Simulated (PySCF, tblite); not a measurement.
# C4H12NPSi2: geometry, infrared bands and NMR shifts

Wanted: the infrared bands and NMR shifts of C4H12NPSi2 (`N[Si@@H](P)[C@@H]1CC=C[SiH2]1`), by calculation.

The runs use tblite 0.8.0 and PySCF 2.14.0, with density-fitted response routines of our own; the level of theory stands in each step. All values are computed, except where a source is named. Atoms are numbered from 0 throughout.

### 1 The molecule as given

20 atoms, charge 0, multiplicity 1; geometry from: force field or distance geometry start.

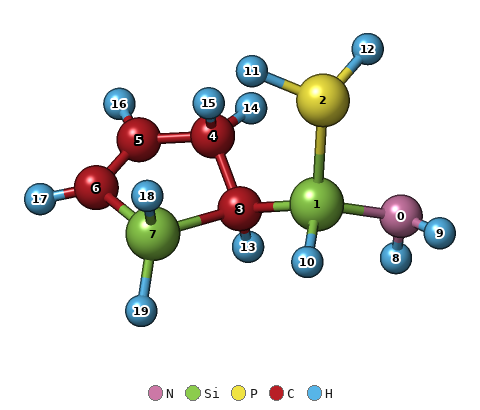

The starting geometry (nitrogen pink, silicon green, phosphorus yellow, carbon red, hydrogen blue), atoms numbered; sticks join atoms by distance.

### 2 Relaxing the molecule with GFN2-xTB

What the job is given:

```
{"job": {"kind": "relax", "xc": "GFN2-xTB", "basis": "xTB"}, "charge": 0, "multiplicity": 1}
N      2.466500    -1.445800    -1.104600
Si     1.399700    -0.870600     0.222000
P      2.371900     0.888500     1.135700
C     -0.301700    -0.514500    -0.411000
C     -0.540800     0.941200    -0.686300
C     -1.969000     1.259400    -0.721500
C     -2.737200     0.580600     0.094600
Si    -1.581100    -0.588900     1.006800
H      1.938400    -2.127300    -1.725000
H      3.257200    -1.976300    -0.693300
H      1.289800    -1.915000     1.264900
H      1.412200     1.737500     1.807100
H      3.146200     1.627000     0.178500
H     -0.626900    -1.185300    -1.216800
H      0.008900     1.288000    -1.597100
H     -0.126700     1.486700     0.225700
H     -2.388800     2.040100    -1.385900
H     -3.810800     0.660800     0.227600
H     -1.071000     0.039100     2.207600
H     -2.141800    -1.914400     1.168000
```

Run with:

```console
OMP_NUM_THREADS=1 python probes_run.py task.json out
```

One launch serves the whole session: the jobs run in the order shown.

The log of the run:

```text
step      E/eV     max force
  0    -639.49523    2.240
  1    -639.81811    1.564
  2    -640.00874    1.368
  3    -640.18334    1.573
  4    -640.40922    1.386
  5    -640.46705    0.540
  6    -640.49654    0.327
  7    -640.51820    0.509
  8    -640.54666    0.688
  9    -640.57827    0.641
 10    -640.60799    0.399
 11    -640.62842    0.399
 12    -640.64618    0.478
 13    -640.66137    0.447
 14    -640.67265    0.337
 15    -640.68161    0.211
 16    -640.68785    0.186
 17    -640.69314    0.198
 18    -640.69847    0.205
 19    -640.70411    0.203
 20    -640.71082    0.197
 21    -640.71832    0.189
 22    -640.72523    0.201
 23    -640.73046    0.139
 24    -640.73429    0.143
 25    -640.73788    0.145
 26    -640.74181    0.172
 27    -640.74606    0.155
 28    -640.75003    0.120
 29    -640.75343    0.171
 30    -640.75682    0.201
 31    -640.76027    0.212
 32    -640.76331    0.148
 33    -640.76621    0.125
 34    -640.76937    0.142
 35    -640.77249    0.165
 36    -640.77539    0.138
 37    -640.77743    0.095
 38    -640.77893    0.115
 39    -640.78080    0.160
 40    -640.78276    0.145
 41    -640.78444    0.095
 42    -640.78577    0.090
 43    -640.78710    0.082
 44    -640.78811    0.097
 45    -640.78907    0.074
 46    -640.78992    0.055
 47    -640.79076    0.079
 48    -640.79161    0.077
 49    -640.79238    0.065
 50    -640.79299    0.055
 51    -640.79352    0.047
 52    -640.79401    0.058
 53    -640.79447    0.045
 54    -640.79488    0.045
 55    -640.79528    0.050
 56    -640.79575    0.050
 57    -640.79632    0.058
 58    -640.79694    0.062
 59    -640.79759    0.067
 60    -640.79829    0.067
 61    -640.79910    0.057
 62    -640.79990    0.061
 63    -640.80058    0.066
 64    -640.80124    0.062
 65    -640.80192    0.069
 66    -640.80260    0.053
 67    -640.80323    0.051
 68    -640.80380    0.055
 69    -640.80435    0.057
 70    -640.80495    0.072
 71    -640.80554    0.051
 72    -640.80602    0.047
 73    -640.80638    0.040
 74    -640.80666    0.036
 75    -640.80695    0.041
 76    -640.80728    0.040
 77    -640.80762    0.041
 78    -640.80787    0.034
 79    -640.80804    0.032
 80    -640.80823    0.032
 81    -640.80853    0.056
 82    -640.80894    0.067
 83    -640.80939    0.065
 84    -640.80973    0.051
 85    -640.80996    0.031
 86    -640.81015    0.029
 87    -640.81036    0.040
 88    -640.81060    0.054
 89    -640.81091    0.060
 90    -640.81137    0.057
 91    -640.81199    0.061
 92    -640.81261    0.055
 93    -640.81302    0.035
 94    -640.81323    0.030
 95    -640.81340    0.042
 96    -640.81359    0.040
 97    -640.81396    0.029
 98    -640.81411    0.031
 99    -640.81434    0.032
100    -640.81461    0.044
101    -640.81509    0.057
102    -640.81570    0.053
103    -640.81624    0.050
104    -640.81657    0.038
105    -640.81677    0.042
106    -640.81692    0.039
107    -640.81708    0.062
108    -640.81732    0.024
109    -640.81754    0.025
110    -640.81779    0.031
111    -640.81802    0.037
112    -640.81829    0.049
113    -640.81855    0.035
114    -640.81879    0.031
115    -640.81899    0.029
116    -640.81924    0.032
117    -640.81960    0.044
118    -640.82001    0.041
119    -640.82038    0.044
120    -640.82060    0.033
121    -640.82077    0.042
122    -640.82098    0.039
123    -640.82145    0.042
124    -640.82178    0.048
125    -640.82212    0.042
126    -640.82237    0.032
127    -640.82264    0.034
128    -640.82294    0.039
129    -640.82328    0.052
130    -640.82359    0.047
131    -640.82385    0.040
132    -640.82404    0.029
133    -640.82421    0.025
134    -640.82435    0.024
135    -640.82447    0.023
136    -640.82461    0.025
137    -640.82474    0.022
138    -640.82484    0.019
139    -640.82491    0.019
140    -640.82496    0.017
141    -640.82503    0.017
142    -640.82512    0.023
143    -640.82522    0.020
144    -640.82530    0.018
145    -640.82538    0.023
146    -640.82546    0.021
147    -640.82555    0.021
148    -640.82562    0.014
149    -640.82566    0.013
150    -640.82569    0.013
151    -640.82572    0.013
152    -640.82575    0.011
153    -640.82578    0.012
154    -640.82580    0.010
```

Wall time 1.6 s (1 thread of Arm Neoverse V1, shared host); peak memory 0.18 GiB.

Relaxation path: (not every step is listed)

```
step  energy from step 0 (eV)  largest force (eV/Å)
   0                   0.0000                2.2405
   1                  -0.3229                1.5642
   2                  -0.5135                1.3679
   3                  -0.6881                1.5735
   4                  -0.9140                1.3858
   5                  -0.9718                0.5402
   6                  -1.0013                0.3265
   7                  -1.0230                0.5095
   8                  -1.0514                0.6879
  22                  -1.2300                0.2011
  36                  -1.2802                0.1378
  50                  -1.2978                0.0554
  64                  -1.3060                0.0624
  78                  -1.3126                0.0343
  92                  -1.3174                0.0555
 106                  -1.3217                0.0386
 120                  -1.3254                0.0331
 134                  -1.3291                0.0241
 148                  -1.3304                0.0139
 149                  -1.3304                0.0131
 150                  -1.3305                0.0135
 151                  -1.3305                0.0127
 152                  -1.3305                0.0114
 153                  -1.3306                0.0117
 154                  -1.3306                0.0103
```

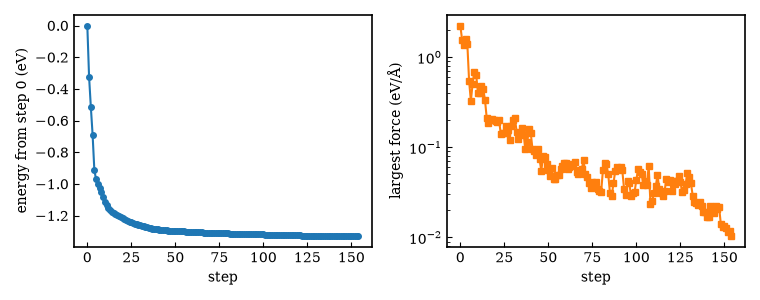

Energy and force, step by step.

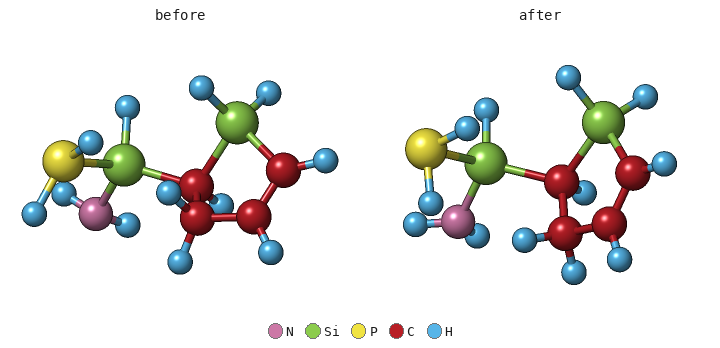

Before and after, at one scale.

Close pairs (by a distance rule), those that changed most:

```
  bond  before (Å)  after (Å)  change (Å)
N0–Si1       1.797      1.728      -0.069
P2–H11       1.447      1.380      -0.067
 N0–H8       1.062      1.007      -0.055
P2–H12       1.436      1.381      -0.054
Si1–C3       1.850      1.903      +0.053
C4–H15       1.141      1.097      -0.044
Si1–P2       2.208      2.247      +0.039
 C3–C4       1.501      1.540      +0.039
```

The end geometry stands in the next job.

### 3 Infrared spectrum with GFN2-xTB

What the job is given:

```
{"job": {"kind": "ir", "xc": "GFN2-xTB", "basis": "xTB"}, "charge": 0, "multiplicity": 1}
N      2.422510    -1.091563    -1.067105
Si     1.425898    -0.956667     0.337838
P      2.339429     0.744882     1.486495
C     -0.355069    -0.659856    -0.262076
C     -0.505259     0.630896    -1.087692
C     -1.782634     1.329756    -0.750179
C     -2.494502     0.903361     0.287675
Si    -1.678774    -0.565664     1.114007
H      2.223885    -1.816911    -1.736930
H      3.418927    -0.986132    -0.960232
H      1.440011    -2.123077     1.243651
H      1.146842     1.183297     2.024826
H      2.274287     1.657392     0.451484
H     -0.618766    -1.504044    -0.902960
H     -0.461102     0.419747    -2.159421
H      0.319164     1.323426    -0.880099
H     -2.060166     2.179173    -1.362337
H     -3.412138     1.385429     0.584421
H     -1.150824    -0.262237     2.450208
H     -2.496868    -1.780528     1.185390
```

The log of the run:

```text
mode    cm-1     km/mol
  1      -4.9      3.29
  2      28.8      0.80
  3      53.0      4.71
  4     110.0      0.73
  5     131.2      2.12
  6     164.0      0.27
  7     212.7      4.24
  8     238.8     13.66
  9     289.4      0.54
 10     319.5     11.67
 11     385.5      4.10
 12     461.7     15.35
 13     501.8     50.82
 14     508.2      9.39
 15     528.8    170.09
 16     596.5     49.46
 17     618.5    161.58
 18     634.7    131.37
 19     643.7    170.63
 20     656.1     17.02
 21     706.8     14.54
 22     710.5     54.76
 23     719.7     55.11
 24     796.7     94.09
 25     813.3    188.95
 26     818.2    152.51
 27     867.9     80.62
 28     892.8    222.37
 29     916.5      2.25
 30     936.3     35.28
 31     971.9      9.07
 32    1059.9     38.58
 33    1087.6     52.82
 34    1134.1      1.30
 35    1146.8     17.96
 36    1148.0      4.03
 37    1249.2      6.71
 38    1297.2      3.53
 39    1304.9      0.44
 40    1468.5      5.66
 41    1511.3     55.39
 42    1647.8     42.01
 43    2122.2    261.94
 44    2208.0    423.13
 45    2237.4    276.71
 46    2311.0    166.73
 47    2399.1    155.77
 48    2902.1     27.22
 49    2939.8     43.01
 50    2959.1     45.08
 51    3034.0     66.84
 52    3086.4     59.34
 53    3463.8      3.58
 54    3501.6      2.16
```

It took 1.1 s on 1 thread of Arm Neoverse V1, shared host; peak memory 0.18 GiB.

The strongest bands and the atoms that carry them (share of the mass-weighted mode):

```
cm⁻¹  km/mol                                  atoms
 529   170.1              H9 38 %, H8 36 %, N0 19 %
 644   170.6   C3 18 %, Si7 17 %, H10 11 %, C5 10 %
 813   188.9  C6 22 %, H19 20 %, Si7 20 %, H18 20 %
 893   222.4             Si1 29 %, N0 26 %, C3 16 %
2122   261.9                               H10 96 %
2208   423.1                     H18 83 %, H19 13 %
2237   276.7                     H19 84 %, H18 14 %
2311   166.7                     H12 58 %, H11 39 %
```

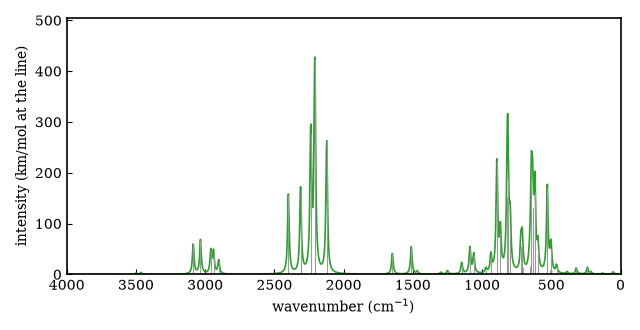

The infrared spectrum from these modes, unscaled. Lines are broadened to a width of 14 cm⁻¹ (Lorentzian).

### 4 Nuclear shieldings: PBE0/pcSseg-1

The job, as its differences from that of step 3:

```diff
@@ -1,2 +1,2 @@
-{"job": {"kind": "ir", "xc": "GFN2-xTB", "basis": "xTB"}, "charge": 0, "multiplicity": 1}
+{"job": {"kind": "nmr", "xc": "PBE0", "basis": "pcSseg-1"}, "charge": 0, "multiplicity": 1}
 N      2.422510    -1.091563    -1.067105
```

Method: GIAO PBE0/pcSseg-1 NMR shielding, non-relativistic, gas phase.

The log of the run:

```text
coarse grid: 17720 points
cycle   1  E = -1133.9395094292  dE =  7.972e-01  |g| = 5.723e-01  |ddm| = 4.114e+00
cycle   2  E = -1133.8868479395  dE =  5.266e-02  |g| = 7.390e-01  |ddm| = 1.233e+00
cycle   3  E = -1134.0179908146  dE = -1.311e-01  |g| = 5.827e-02  |ddm| = 7.950e-01
cycle   4  E = -1134.0187957018  dE = -8.049e-04  |g| = 2.392e-02  |ddm| = 1.094e-01
cycle   5  E = -1134.0189390684  dE = -1.434e-04  |g| = 5.969e-03  |ddm| = 3.475e-02
cycle   6  E = -1134.0189477913  dE = -8.723e-06  |g| = 1.787e-03  |ddm| = 9.359e-03
final grid: 156072 points
cycle   7  E = -1134.0632217365  dE = -3.572e-05  |g| = 8.830e-03  |ddm| = 3.533e-02
cycle   8  E = -1134.0632072785  dE =  1.446e-05  |g| = 1.161e-02  |ddm| = 2.014e-02
cycle   9  E = -1134.0632414707  dE = -3.419e-05  |g| = 7.793e-04  |ddm| = 1.198e-02
cycle  10  E = -1134.0632415923  dE = -1.216e-07  |g| = 3.545e-04  |ddm| = 1.249e-03
cycle  11  E = -1134.0632416238  dE = -3.148e-08  |g| = 9.142e-05  |ddm| = 3.733e-04
cycle  12  E = -1134.0632416254  dE = -1.670e-09  |g| = 3.992e-05  |ddm| = 1.001e-04
cycle  13  E = -1134.0632416258  dE = -4.011e-10  |g| = 5.253e-06  |ddm| = 4.358e-05
converged SCF energy = -1134.0632416258

GIAO shielding tensors (ppm)
atom      isotropic    diamagn.    paramagn.     s11        s22        s33       span
  0 N      249.429     316.229     -66.800    211.955    262.712    273.620     61.665
  1 Si     358.394     880.282    -521.888    305.791    359.384    410.006    104.214
  2 P      632.748     968.910    -336.162    547.802    633.467    716.974    169.172
  3 C      176.954     258.820     -81.866    158.676    180.029    192.158     33.482
  4 C      146.444     248.637    -102.193    125.938    142.138    171.258     45.320
  5 C       20.980     256.358    -235.378    -96.858     20.955    138.842    235.701
  6 C       57.941     260.945    -203.004    -48.087     57.152    164.756    212.843
  7 Si     377.267     881.509    -504.241    311.188    380.427    440.188    129.000
  8 H       31.553      31.095       0.457     23.768     27.673     43.217     19.449
  9 H       31.417      29.625       1.793     23.139     28.472     42.641     19.502
 10 H       26.162      29.746      -3.584     22.434     24.403     31.649      9.215
 11 H       30.993      32.756      -1.763     24.859     29.434     38.686     13.827
 12 H       30.792      32.570      -1.778     26.090     28.283     38.003     11.914
 13 H       30.773      34.060      -3.287     26.806     27.369     38.145     11.340
 14 H       28.740      32.014      -3.274     23.205     27.446     35.569     12.364
 15 H       28.837      33.533      -4.696     23.221     30.238     33.050      9.829
 16 H       24.443      30.465      -6.022     22.967     24.462     25.901      2.934
 17 H       25.674      29.591      -3.917     24.683     25.180     27.160      2.476
 18 H       27.247      30.010      -2.763     23.262     26.834     31.644      8.382
 19 H       26.958      29.633      -2.675     23.367     24.318     33.188      9.821
```

It took 42 s on 1 thread of Arm Neoverse V1, shared host; peak memory 0.9 GiB.

Shifts follow as δ = σ(reference) − σ, with reference shieldings (ppm) from runs at the same level and on the same kind of geometry: ¹H TMS 31.72, ¹³C TMS 186.9, ²⁹Si TMS 349.2, ¹⁵N NH3 267.7, ³¹P H3PO4 318.4. The references are single molecules in the gas phase, so shifts against H2O, NH3, PH3, H3PO4 or CFCl3 are not on the usual liquid scales and can be off by tens of ppm. Atoms listed in one row are averaged.

```
   atoms                                                environment  σ (ppm)  δ (ppm)  δ scaled to CDCl3
      C5                                                  alkene CH     21.0    165.9              160.0
      C6                                                  alkene CH     57.9    129.0              124.0
      C4                                            allylic sp3 CH2    146.4     40.5               37.6
      C3                                      sp3 CH bonded to 2 Si    177.0     10.0                7.8
     H16                                   hydrogen on an alkene CH    24.44     7.27               6.96
     H17                                   hydrogen on an alkene CH    25.67     6.04               5.80
     H10                    hydrogen on a silicon bonded to C, N, P    26.16     5.55                  –
     H19  hydrogen on a silicon bonded to 2 C, in a 5-membered ring    26.96     4.76                  –
     H18  hydrogen on a silicon bonded to 2 C, in a 5-membered ring    27.25     4.47                  –
     H14                             hydrogen on an allylic sp3 CH2    28.74     2.98               2.91
     H15                             hydrogen on an allylic sp3 CH2    28.84     2.88               2.82
     H13                       hydrogen on an sp3 CH bonded to 2 Si    30.77     0.94               1.00
H11, H12                      hydrogen on a phosphorus bonded to Si    30.89     0.82                  –
  H8, H9                        hydrogen on a nitrogen bonded to Si    31.49     0.23                  –
      N0                                 nitrogen bonded to Si, 2 H    249.4     18.3                  –
     Si1                               silicon bonded to C, N, P, H    358.4     -9.2                  –
     Si7           silicon bonded to 2 C, 2 H, in a 5-membered ring    377.3    -28.1                  –
      P2                               phosphorus bonded to Si, 2 H    632.7   -314.4                  –
```

The scaled column applies a straight-line fit of computed shieldings to shifts measured in CDCl3 (root-mean-square error 0.16 ppm for H, 1.9 ppm for C).

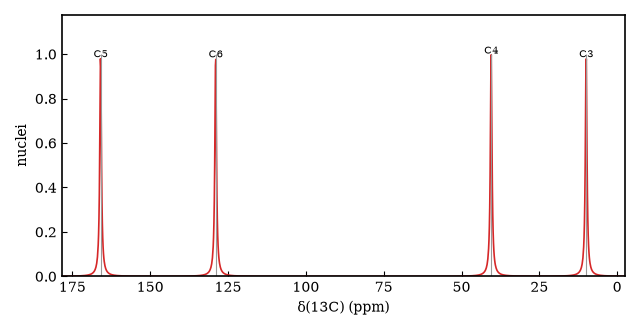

¹³C lines at the computed shifts, without couplings. Lines are broadened to a width of 0.62 ppm (Lorentzian).

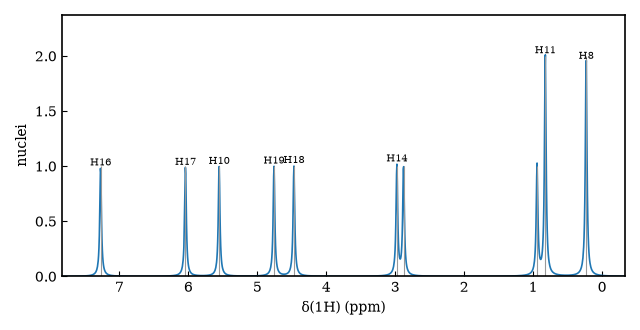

¹H lines at the computed shifts, without couplings. Lines are broadened to a width of 0.03 ppm (Lorentzian).

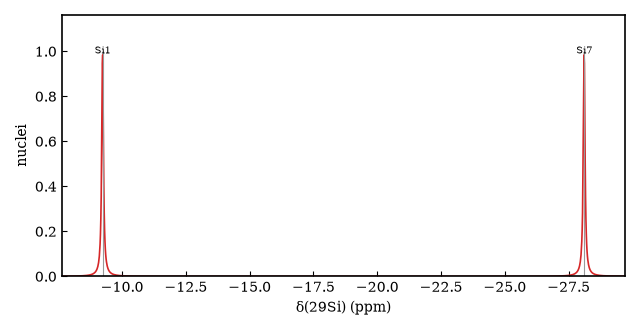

²⁹Si lines at the computed shifts, without couplings. Lines are broadened to a width of 0.08 ppm (Lorentzian).

The run also stored atomic charges by several schemes (e):

```
atoms  Mulliken    IAO  Hirshfeld  ESP fit
   N0     -0.63  -0.84      -0.32    -1.16
  Si1      0.72   0.87       0.33     0.84
   P2     -0.24  -0.13      -0.04    -0.48
   C3     -0.85  -0.66      -0.20    -0.46
   C4     -0.12  -0.25      -0.07     0.29
   C5     -0.14  -0.11      -0.03    -0.23
   C6     -0.38  -0.45      -0.16    -0.38
  Si7      0.72   0.74       0.32     0.42
```

IAO charges:

N0 -0.84; Si1 0.87; P2 -0.13; C3 -0.66; C4 -0.25; C5 -0.11; C6 -0.45; Si7 0.74; H8 0.26; H9 0.26; H10 -0.16; H11 0.00; H12 0.00; H13 0.16; H14 0.15; H15 0.14; H16 0.15; H17 0.15; H18 -0.13; H19 -0.13

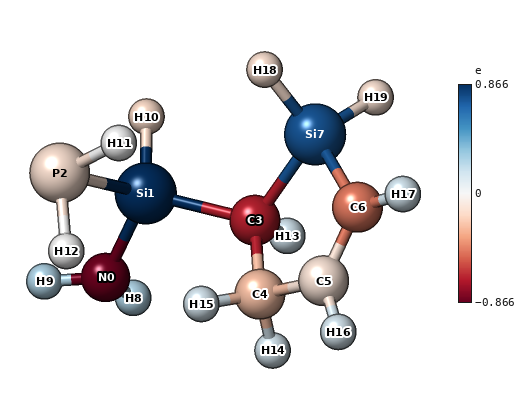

IAO charges, as colours on the atoms.

Mayer bond orders: N0–Si1 1.03, Si1–P2 1.00, Si1–C3 0.86, C3–C4 0.98, C4–C5 1.05, C5–C6 1.90, C6–Si7 0.91, Si7–C3 0.88.

Ring of atoms C3, C4, C5, C6, Si7: NICS(0) -3.0, NICS(1) -3.6, NICS(1)zz -3.5 ppm (means of both faces).

### 5 Results

| quantity | value |
| --- | --- |
| strongest single infrared mode (GFN2-xTB) | 2208 cm⁻¹, 423 km/mol |
| zero-point energy (GFN2-xTB) | 90.7 kcal/mol |
| ¹³C shifts against TMS (PBE0/pcSseg-1) | 165.9, 129.0, 40.5, 10.0 ppm |
| ¹H shifts against TMS (PBE0/pcSseg-1, means over atoms taken as alike) | 7.27, 6.04, 5.55, 4.76, 4.47, 2.98, 2.88, 0.94, 0.82, 0.23 ppm |
| ¹⁵N shifts against NH3 (PBE0/pcSseg-1) | 18.3 ppm |
| ²⁹Si shifts against TMS (PBE0/pcSseg-1) | -9.2, -28.1 ppm |
| ³¹P shifts against H3PO4 (PBE0/pcSseg-1) | -314.4 ppm |

What this shows: The optimisation took 154 steps and gained 1.331 eV; among the close pairs (by a distance rule), N0–Si1 changed most, from 1.797 to 1.728 Å. The lowest mode is slightly imaginary (5i cm⁻¹), a soft motion within the noise of the Hessian, so the minimum is not strictly shown. The strongest single mode, at 2208 cm⁻¹, moves mainly H18. Unscaled tight-binding wavenumbers are off by several per cent, some by more. Its intensities can rank the bands wrongly. At PBE0/pcSseg-1: The widest tensor belongs to C5: span 236 ppm, with a paramagnetic part of -235 ppm.
